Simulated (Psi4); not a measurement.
# BH2SClO (SMILES OB(S)Cl) at SVWN5/def2-SVPD

Aim: the vertical electron affinity of BH2SClO at SVWN5/def2-SVPD, from 2 runs. 

The calculation is run with Psi4 1.11.

1 further run of the same task is left out (set aside as unsound or not needed).

## (1) The molecule

The species is BH2SClO (6 atoms), meant as a singlet with charge 0. SMILES: `OB(S)Cl`. The shape is that of a PBE0-D4/def2-TZVP optimisation. This is one conformer, not always the lowest.

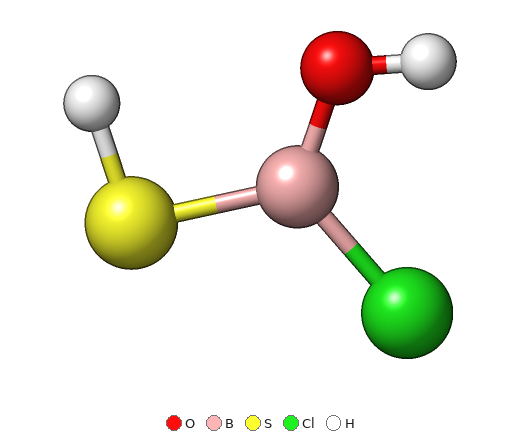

Viewed from a chosen angle; oxygen red, boron pink, sulfur yellow, chlorine green, hydrogen white.

## (2) The energy at SVWN5/def2-SVPD

Input file input.dat:

```
memory 1.6 GB

molecule {
  0 1
  O
  B 1 r2
  S 2 r3 1 a3
  Cl 2 r4 1 a4 3 d4
  H 1 r5 2 a5 4 d5
  H 3 r6 2 a6 1 d6

  r2 = 1.348495
  r3 = 1.799906
  a3 = 121.50233
  r4 = 1.770345
  a4 = 120.87666
  d4 = 179.99063
  r5 = 0.961792
  a5 = 113.21796
  d5 = -0.00537
  r6 = 1.343994
  a6 = 94.85877
  d6 = -0.00692
  symmetry c1
}

set basis def2-SVPD
set puream true
set e_convergence 1e-09
set d_convergence 1e-08
set scf_type pk
set dft_radial_points 99
set dft_spherical_points 590

e_tot, wfn = energy("scf", dft_functional={"name": "SVWN5", "x_functionals": {"LDA_X": {}}, "c_functionals": {"LDA_C_VWN": {}}}, return_wfn=True)
print_variables()
```

The run is started by

```bash
$ psi4 input.dat output.dat -n 1
```

output.dat:

```text
[...]
  Running in c1 symmetry.
[...]
  Nuclear repulsion =  185.660798491869826
[...]
  Multiplicity = 1
[...]
  Nalpha       = 24
  Nbeta        = 24
[...]
    Number of basis functions: 113
[...]
   @RKS iter   1:  -955.51598210906604    1.43437e-01   7.18655e-03 ADIIS/DIIS
[...]
   @RKS iter  12:  -955.81233035730986   -2.00089e-11   9.48718e-09 DIIS
[...]
    Orbital Energies [Eh]
    ---------------------
    Doubly Occupied:
       1A   -100.299688     2A    -87.713680     3A    -18.660760
       4A     -9.158652     5A     -7.660122     6A     -7.022586
       7A     -7.016145     8A     -7.015026     9A     -6.523126
      10A     -5.721562    11A     -5.717069    12A     -5.713299
      13A     -0.960619    14A     -0.776239    15A     -0.692196
      16A     -0.540259    17A     -0.452178    18A     -0.411648
      19A     -0.376002    20A     -0.354415    21A     -0.317975
      22A     -0.307983    23A     -0.297116    24A     -0.253700
[...]
  @RKS Final Energy:  -955.81233035730986
   => Energetics <=
    Nuclear Repulsion Energy =            185.6607984918698264
    One-Electron Energy =               -1691.8270499746897713
    Two-Electron Energy =                 613.9541862018876373
    DFT Exchange-Correlation Energy =     -63.6002650763776316
    Empirical Dispersion Energy =           0.0000000000000000
    VV10 Nonlocal Energy =                  0.0000000000000000
    Total Energy =                       -955.8123303573098610
[...]
 Multipole Moments:
 ------------------------------------------------------------------------------------
     Multipole            Electronic (a.u.)      Nuclear  (a.u.)        Total (a.u.)
 ------------------------------------------------------------------------------------
 L = 1.  Multiply by 2.5417464519 to convert [e a0] to [Debye]
 Dipole X            :          0.0002691           -0.0003246           -0.0000554
 Dipole Y            :          2.8732835           -2.7894874            0.0837961
 Dipole Z            :          1.9484719           -2.5807409           -0.6322690
 Magnitude           :                                                    0.6377976
[...]
```

Run time: 18 s. Hardware: 1 thread of Intel Xeon Platinum 8259CL at 2.50GHz (Skylake/Cascade Lake), shared host; peak memory 0.61 GiB.

## (3) The doublet anion

Input file run.py:

```python
import psi4

psi4.set_memory(1600000000)
psi4.set_num_threads(1)
psi4.core.set_output_file('output.dat', False)

m = psi4.geometry("""
-1 2
O      0.57013037     1.71587132    -1.18523623
B     -0.43898338    -0.41271619    -0.21335008
S      0.62927880    -1.69338358     2.75106329
Cl    -2.87370652    -2.04846312    -1.82226290
H     -0.16686282     2.19699559    -2.77544076
H      2.35951204     0.12075350     3.15811030
units bohr
symmetry c1
no_reorient
no_com
""")

options = {'basis': 'def2-SVPD', 'reference': 'uks', 'puream': True, 'e_convergence': 1e-09, 'd_convergence': 1e-08, 'scf_type': 'pk', 'dft_radial_points': 99, 'dft_spherical_points': 590, 'maxiter': 200}
psi4.set_options(options)

E, wfn = psi4.energy("scf", dft_functional={"name": "SVWN5", "x_functionals": {"LDA_X": {}}, "c_functionals": {"LDA_C_VWN": {}}}, return_wfn=True)
psi4.oeprop(wfn, "DIPOLE", "WIBERG_LOWDIN_INDICES", "MULLIKEN_CHARGES", title="SCF")
print('E =', round(E, 9))
```

The run is started by

```bash
$ python run.py
```

output.dat:

```text
[...]
  Running in c1 symmetry.
[...]
  Nuclear repulsion =  185.660834939229744
[...]
  Multiplicity = 2
[...]
  Nalpha       = 25
  Nbeta        = 24
[...]
    Number of basis functions: 113
[...]
   @UKS iter   1:  -955.23574575308498    4.23675e-01   8.80999e-03 ADIIS/DIIS
[...]
   @UKS iter  16:  -955.79201386285422   -2.38742e-12   4.06567e-09 DIIS
[...]
   @S^2 Observed:                7.502872710E-01
[...]
    Orbital Energies [Eh]
    ---------------------
    Alpha Occupied:
       1A   -100.152638     2A    -87.563273     3A    -18.498724
       4A     -9.011963     5A     -7.510613     6A     -6.875757
       7A     -6.869496     8A     -6.868381     9A     -6.372493
      10A     -5.571933    11A     -5.567489    12A     -5.563907
      13A     -0.798924    14A     -0.629462    15A     -0.543848
      16A     -0.379846    17A     -0.305007    18A     -0.259916
      19A     -0.221401    20A     -0.205035    21A     -0.170338
      22A     -0.159139    23A     -0.150694    24A     -0.108096
      25A      0.075212
    Alpha Virtual:
[...]
  @UKS Final Energy:  -955.79201386285422
   => Energetics <=
    Nuclear Repulsion Energy =            185.6608349392297441
    One-Electron Energy =               -1699.0118053568646701
    Two-Electron Energy =                 621.2694355447549697
    DFT Exchange-Correlation Energy =     -63.7104789899742414
    Empirical Dispersion Energy =           0.0000000000000000
    VV10 Nonlocal Energy =                  0.0000000000000000
    Total Energy =                       -955.7920138628542190
[...]
 Multipole Moments:
 ------------------------------------------------------------------------------------
     Multipole            Electronic (a.u.)      Nuclear  (a.u.)        Total (a.u.)
 ------------------------------------------------------------------------------------
 L = 1.  Multiply by 2.5417464519 to convert [e a0] to [Debye]
 Dipole X            :         34.5561921          -34.2257748            0.3304173
 Dipole Y            :         48.2516126          -47.9368716            0.3147410
 Dipole Z            :         -2.7033216            2.8725726            0.1692510
 Magnitude           :                                                    0.4867067
[...]
  Mulliken Charges: (a.u.)
   Center  Symbol    Alpha    Beta     Spin     Total
       1     O     2.35287  4.14704 -1.79417  1.50009
       2     B     7.48747  2.16017  5.32729 -4.64764
       3     S     6.67509  8.19231 -1.51722  1.13259
       4    CL     7.45189  8.70092 -1.24904  0.84719
       5     H     0.64647  0.42174  0.22473 -0.06821
       6     H     0.38621  0.37781  0.00840  0.23598
   Total alpha = 25.00000, Total beta = 24.00000, Total charge = -1.00000
  Wiberg Bond Indices using Orthogonal Lowdin Orbitals:
[...]
```

Standard output:

```text
E = -955.792013863
```

It took 32 s on 1 thread of Intel Xeon Platinum 8259CL at 2.50GHz (Skylake/Cascade Lake), shared host; peak memory 0.62 GiB.

## (4) Results

At SVWN5/def2-SVPD:

```
                                         quantity          value
                    singlet BH2SClO: total energy  -955.81233 Eh
                   singlet BH2SClO: dipole moment         1.62 D
                     singlet BH2SClO: HOMO energy       -6.90 eV
                     singlet BH2SClO: LUMO energy       -1.42 eV
                   singlet BH2SClO: HOMO–LUMO gap        5.48 eV
                      doublet anion: total energy  -955.79201 Eh
doublet anion: HOMO energy (highest over α and β)        2.05 eV
 doublet anion: LUMO energy (lowest over α and β)        2.40 eV
                              doublet anion: ⟨S²⟩          0.750
vertical electron affinity (to the doublet anion)      -0.553 eV
```

**Reading.** The anion lies 0.55 eV (12.7 kcal/mol) above the neutral: the electron isn't bound at this level, and such a value depends on the basis. The HOMO (doublet anion) lies at positive energy, 2.05 eV, as semi-local functionals often give for anions; only total energies tell whether the electron is bound.
